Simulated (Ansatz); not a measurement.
**Predicting a hybrid from its neighbours: HF (hydrogen fluoride)**

The species is HF (2 atoms), meant as a singlet with charge 0. As SMILES, `F`. The coordinates come from a PBE0-D4/def2-TZVP relaxation.

The electronic atomisation energy y, in eV, basis cc-pVDZ; a is the functional's share of exact exchange. Programs: Ansatz 0.2.0.

```
functional  program     a  y (eV)
    revPBE   Ansatz     0    5.60
      BLYP   Ansatz     0    5.70
     B3LYP   Ansatz   0.2       ?
   r2SCAN0   Ansatz  0.25    5.52
      PBE0   Ansatz  0.25    5.58
     BHLYP   Ansatz   0.5    5.36
```

Q: Fit y = c + s·a to the known rows and predict B3LYP.

A: 
1. Means of the 5 rows: a = 0.2000, y = 5.552.
2. Σ(Δa)² = 0.175, Σ(Δa·Δy) = -0.097, so the slope is -0.097/0.175 = -0.55429.
3. Intercept: 5.552 − (-0.55429) × 0.2000 = 5.663. The largest residual of the fit is 0.063.
4. B3LYP: 5.663 + (-0.55429) × 0.2 = 5.55 eV.

The run gave 5.65 eV, so the prediction is off by -0.10 eV, more than the largest residual. The rows mix families of semi-local functionals, which the line can't see.

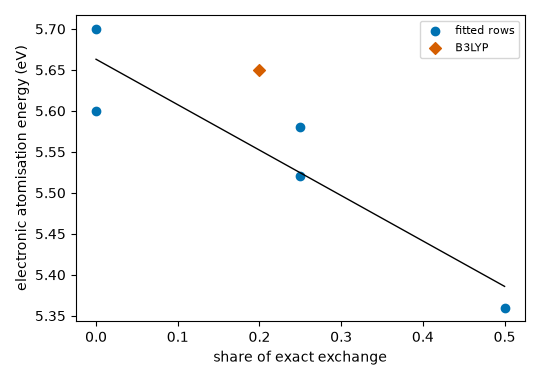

The fitted line, with the withheld row.
